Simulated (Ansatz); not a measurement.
# C$_{2}$H$_{6}$F$_{2}$Si: what the fields show

| atom | x (Å) | y (Å) | z (Å) |
| --- | --- | --- | --- |
| C | -1.3098 | -2.1915 | -0.3731 |
| C | -0.6814 | -1.0695 | 0.4766 |
| F | -1.7218 | 1.0608 | -1.0993 |
| F | -3.1273 | 0.3139 | 0.9337 |
| Si | -1.6179 | 0.5406 | 0.4209 |
| H | -0.7233 | -3.1146 | -0.3070 |
| H | -2.3280 | -2.4166 | -0.0381 |
| H | -1.3637 | -1.9035 | -1.4285 |
| H | 0.3495 | -0.8739 | 0.1487 |
| H | -0.6071 | -1.3827 | 1.5278 |
| H | -1.0123 | 1.6196 | 1.2360 |

Geometry: B3LYP/6-31G*.

These are results of isolated molecule in a Gaussian basis; Kohn-Sham density functional theory, functional PBE0 (Ansatz), not measurements.

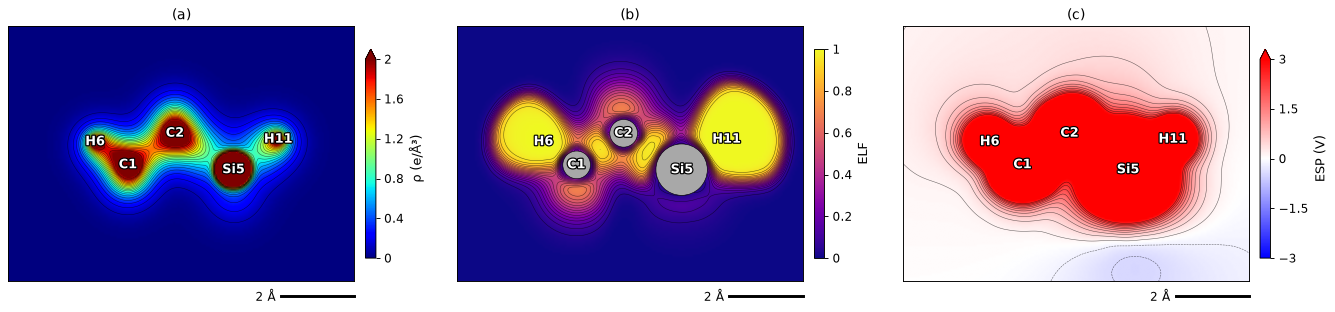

Figure 1. (a) electron density; (b) ELF; (c) molecular electrostatic potential on the plane of atoms C1, C2 and Si5. Grey discs cover the atomic cores in the ELF map.

Q: Read the bonding off the picture.

A: Atoms in the plane: C, Si and H. C–C (1.54 Å): the density is about 1.6 e/Å³ at the midpoint; the ELF peaks at about 0.95 between the atoms; a shared electron pair. C–Si (1.86 Å): ρ is about 1 e/Å³ halfway; the ELF peaks at about 0.95 between the atoms; a shared electron pair. C–H (1.10 Å): the density is about 2 e/Å³ at the midpoint; the ELF climbs to about 1 towards the hydrogen, as it does in any bond to H (an ordinary covalent bond to hydrogen). Si–H (1.48 Å): the density is about 0.85 e/Å³ at the midpoint; the ELF climbs to about 1 towards the hydrogen. Outside the dense part of the molecule the potential is most negative (−0.5 V) near F3, which lies off the plane.

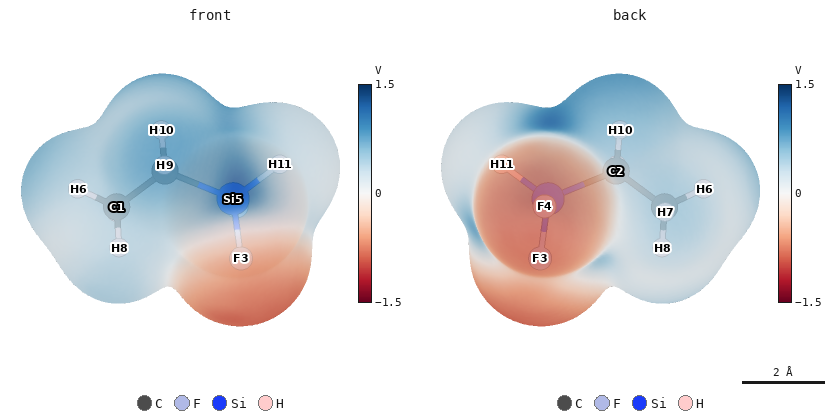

Figure 2. The molecular electrostatic potential painted on the density surface at 0.001 e/bohr³, seen from the front and from behind; the colour scale runs from red (negative) to blue (positive).

Q: Where is the surface potential most negative and most positive?

A: The most negative region (about −0.9 V) lies over F3 and F4, the most positive (about +1.1 V) over Si5.

Q: How polar is the molecule by this calculation?

A: Its dipole moment is 2.25 D.

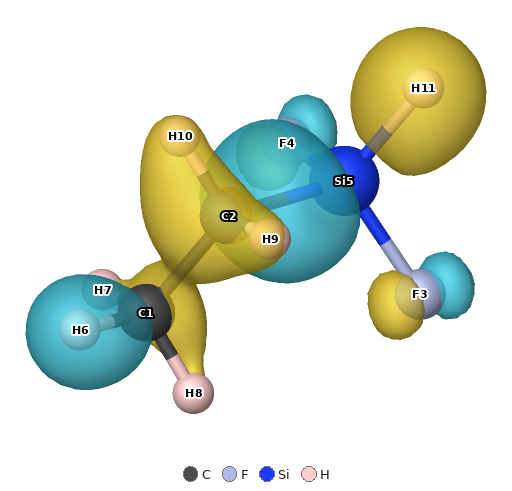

Figure 3. The HOMO at ±0.15 Å⁻³ᐟ² (yellow and cyan are the two phases), seen at an oblique angle.

Q: Describe this orbital and give its energy.

A: It lies mainly on C2 (about 30 %), Si5 (about 20 %), H11 (about 10 %), C1 (about 10 %) and H6 (about 5 %). Its energy is −8.88 eV.
